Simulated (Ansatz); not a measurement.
A computed series for TiO2: pressure series

Take TiO₂ in the rutile structure (space group P4_2/mnm, No. 136) as the base.

```
CELL_PARAMETERS angstrom
      4.64343     0.00000     0.00000
      0.00000     4.64343     0.00000
      0.00000     0.00000     2.96381
ATOMIC_POSITIONS crystal
  Ti 0.00000 0.00000 0.00000
  Ti 0.50000 0.50000 0.50000
  O  0.30513 0.30513 0.00000
  O  0.80513 0.19487 0.50000
  O  0.19487 0.80513 0.50000
  O  0.69487 0.69487 0.00000
```

Cell and atoms are relaxed at each pressure.

Levels (all Ansatz, a quantum-chemistry and plane-wave program, PAW): PBE (420 eV, spin-orbit coupling left out); PBEsol (420 eV, without spin-orbit coupling).

The base cell above is that of PBE; each level relaxes its own structures.

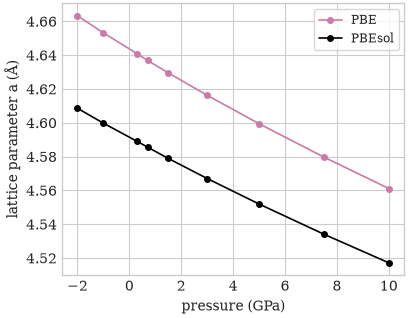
Lattice parameter a under two levels

Question: How do the two levels compare along the series?

Answer: PBE lies above PBEsol in every row, by 0.044 Å to 0.055 Å. They put the cases in the same order.

Load acts through the strain it causes; cell and atoms are relaxed under it. Whether these cells are dynamically stable was not tested. No other phases were tried under pressure. The final runs are not spin-polarised.
